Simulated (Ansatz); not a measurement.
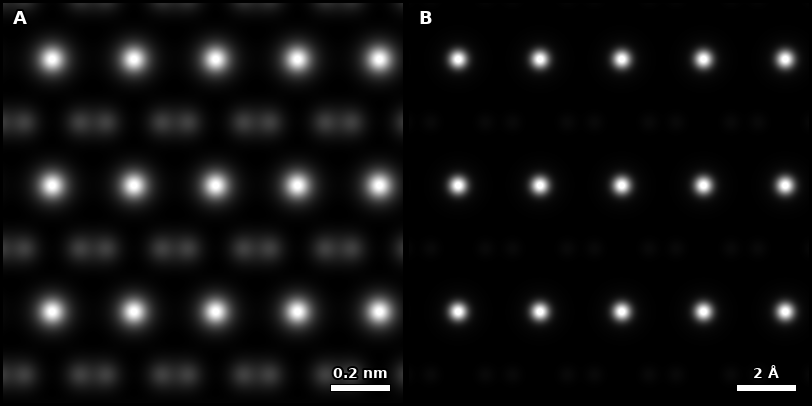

Two simulated images of the same area of SrB2 (P6/mmm, No. 191) along [100], with a probe of 0.50 Å. One is incoherent Z contrast (Z^1.7 per atom), the other the projected potential of neutral atoms blurred by the probe (iDPC-like, thin sample). Brightness is counted from the darkest point of the image. Atomic positions: the geometry relaxed with Ansatz 0.2.0, DFT PBE, scalar-relativistic, plane waves, PAW; the starting structure was generated, so it need not be a known form of this composition.

Q: Which panel is which, and how can one tell?

B is the Z-contrast image and A the potential image. The columns of 1 B per repeat reach about 3 % of the brightest peak (1 Sr) in B but about 24 % in A, mainly since the potential grows much more slowly with atomic number. The B columns show clearly in A alone.
